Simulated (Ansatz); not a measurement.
Consider Cu in the fcc (Cu type) structure (space group Fm-3m, No. 225; a = 3.5790 Å; relaxed with 0.1 eV smearing). Axes: x, y, z lie along the cube axes.

Structures relaxed with Kohn–Sham DFT with the r2SCAN functional, run in Ansatz (a quantum-chemistry and plane-wave program) with PAW and 500 eV plane waves, no SOC, earlier PAW set.

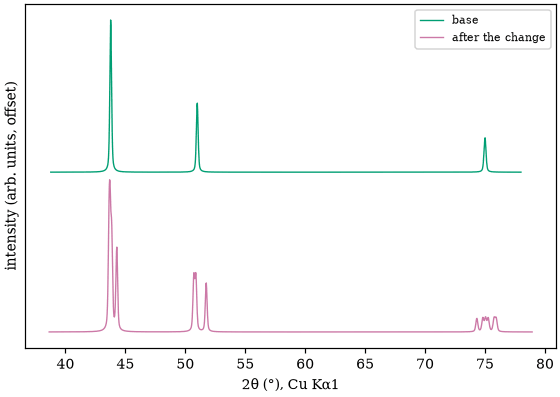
Figure: Simulated powder patterns before (top) and after one change

**Question.** Which of these changes matches the shifts?
A. isotropic strain +3.29 %
B. strain tensor (xx, yy, zz, yz, xz, xy) = (−1.34, +0.21, +0.53, −0.42, +0.63, +0.27) %
C. strain tensor (xx, yy, zz, yz, xz, xy) = (−2.01, +1.18, −0.69, −0.70, +0.21, +1.36) %

**Answer.** B, strain tensor (xx, yy, zz, yz, xz, xy) = (−1.34, +0.21, +0.53, −0.42, +0.63, +0.27) %. Its volume per atom is 11.39 Å³ against 11.46 Å³, and its space group is P-1 (No. 2).

No phonon test of stability was made. All final runs are without spin polarisation.
